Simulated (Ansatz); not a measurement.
# P2H2 (phosphanylidenephosphane): MP2/STO-3G

What is the vertical singlet–triplet gap of P2H2 (phosphanylidenephosphane) at MP2/STO-3G? 

The results are computed with Ansatz 0.2.0.

34 further runs of the same task are left out: 34 set aside as unsound or not needed.

## (1) The structure to begin with

P2H2 has 4 atoms, charge 0, and is taken as a singlet. As SMILES, `[H]/P=P/[H]`. The coordinates come from a GFN2-xTB relaxation.

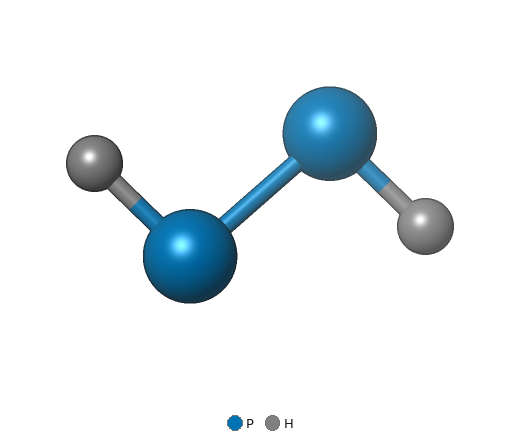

Viewed from a chosen angle; phosphorus blue, hydrogen grey.

## (2) A single-point energy at MP2/STO-3G

Contents of job.yaml:

```yaml
crystal:
  periodic: [false, false, false]
  atoms:
    - {symbol: P, position_ang: [-0.024370, -1.003630, 0.088350]}
    - {symbol: P, position_ang: [0.024420, 1.003540, -0.088260]}
    - {symbol: H, position_ang: [1.037260, -1.067570, 1.003320]}
    - {symbol: H, position_ang: [-1.037310, 1.067660, -1.003410]}
basis:
  gaussian: {orbitals: STO-3G}
correlation: {method: mp2, frozen_orbitals: {H: 0, P: 5}}
accuracy: high
```

Run with:

```
$ ansatz run job.yaml --threads 1 --pin off --max-ram 2610MiB --events-out events.jsonl --progress --plain --runs-dir runs
```

What it wrote:

```text
Warning: RAYON_NUM_THREADS=1 ignored (pool sized by the plan → 1); use --threads N
Functional definition: HF
  name "HF"
  exchange = exact_x
  correlation = 0
346 factors; integrals over basis functions are off by at most 4.4e-9 eV
mean field evaluation 1: about -18365.4384 eV, gradient 3.3e0 eV
mean field evaluation 2: about -18365.4632 eV, gradient 3.3e0 eV
mean field evaluation 4: about -18365.5151 eV, gradient 1.5e-1 eV
mean field evaluation 8: about -18365.5152 eV, gradient 3.4e-6 eV
mean field -18365.51522616 eV, -674.9202359682 hartree, gradient 1.0e-8 eV, S^2 0.000000; 0 other end points of the search recorded, 0 dependent functions left out; unrestricted orbitals would lower it
10 core orbitals not correlated: weight in the atoms' cores, before any rotation towards them, 1.000 or more for the frozen orbitals, at most 0.000 for the correlated occupied ones
reference -18365.51522616 eV, -674.9202359682 hartree; 6, 6 occupied and 4, 4 virtual orbitals, 346 factors
second order -2.82335598 eV of doubles, -0.00000000 eV of singles
Total energy: -18368.33858215 eV, -675.0239923868 hartree
```

Wall time 0.12 s (1 thread of Arm Neoverse V2, shared host).

## (3) The triplet at the same level

job.yaml: that of step 2 with these lines changed.

```diff
@@ -1 +1,3 @@
+basis:
+  gaussian: {orbitals: STO-3G}
 crystal:
@@ -7,5 +9,5 @@
     - {symbol: H, position_ang: [-1.037310, 1.067660, -1.003410]}
-basis:
-  gaussian: {orbitals: STO-3G}
 correlation: {method: mp2, frozen_orbitals: {H: 0, P: 5}}
+magnetization: {spin_polarized: true, initial_magnetization: 2}
+total_charge: 0
 accuracy: high
```

Run with:

```
$ ansatz run job.yaml --threads 1 --pin off --max-ram 2610MiB --events-out events.jsonl --progress --plain --runs-dir runs
```

What it wrote:

```text
Warning: RAYON_NUM_THREADS=1 ignored (pool sized by the plan → 1); use --threads N
Functional definition: HF
  name "HF"
  exchange = exact_x
  correlation = 0
346 factors; integrals over basis functions are off by at most 4.4e-9 eV
mean field evaluation 1: about -18364.8858 eV, gradient 3.3e0 eV
mean field evaluation 2: about -18364.9242 eV, gradient 3.4e0 eV
mean field evaluation 4: about -18365.0433 eV, gradient 3.3e-1 eV
mean field evaluation 8: about -18365.0460 eV, gradient 2.0e-7 eV
mean field evaluation 16: about -18364.9361 eV, gradient 1.1e0 eV
mean field -18365.04600117 eV, -674.9029922676 hartree, gradient 3.0e-8 eV, S^2 2.008822; 2 other end points of the search recorded, 0 dependent functions left out
10 core orbitals not correlated: weight in the atoms' cores, before any rotation towards them, 1.000 or more for the frozen orbitals, at most 0.000 for the correlated occupied ones
reference -18365.04600117 eV, -674.9029922676 hartree; 7, 5 occupied and 3, 5 virtual orbitals, 346 factors
second order -1.11957121 eV of doubles, -0.00000000 eV of singles
Total energy: -18366.16557238 eV, -674.9441357508 hartree
```

Run time: 0.14 s. Hardware: 1 thread of Arm Neoverse V2, shared host.

## (4) Outcome

Level: MP2/STO-3G, 10 core orbitals frozen.

| quantity | value |
| --- | --- |
| singlet: total energy | -675.02399 Eh |
| singlet: correlation energy (10 core orbitals frozen) | -103.8 mEh |
| triplet: total energy | -674.94414 Eh |
| triplet: correlation energy (10 core orbitals frozen) | -41.1 mEh |
| triplet: ⟨S²⟩ of the reference determinant | 2.009 |
| vertical energy of the triplet above the singlet | 2.173 eV |

**Reading.** At this shape the triplet lies 2.17 eV (210 kJ/mol) above the singlet. In a minimal basis such a difference can be off by several eV, whatever the method. The restricted solution (singlet) is unstable to spin breaking: an unrestricted one lies lower.
